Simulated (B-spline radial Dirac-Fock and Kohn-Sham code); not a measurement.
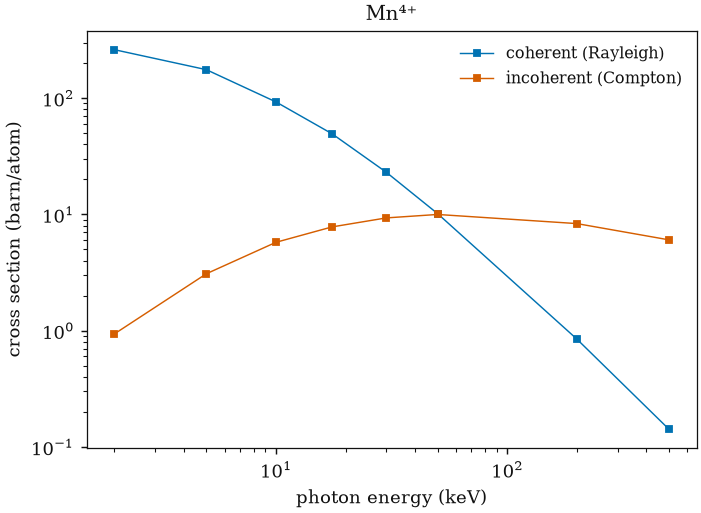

Fig. 1. Coherent and incoherent photon scattering cross sections against photon energy, computed at the marked points and joined by straight lines. The figure is for Mn⁴⁺ in the configuration [Ar] 3d2 4s1, which is not the ground configuration. Computed with a B-spline radial code: Thomson × f² and Klein–Nishina × S on Dirac–Fock densities, without anomalous dispersion.

Coherent scattering falls from 261 b at 2.00 keV to 0.142 b at 500 keV. Incoherent scattering is largest at 50.0 keV among the points computed (9.97 b), and it overtakes the coherent part between 50.0 keV and 200 keV.
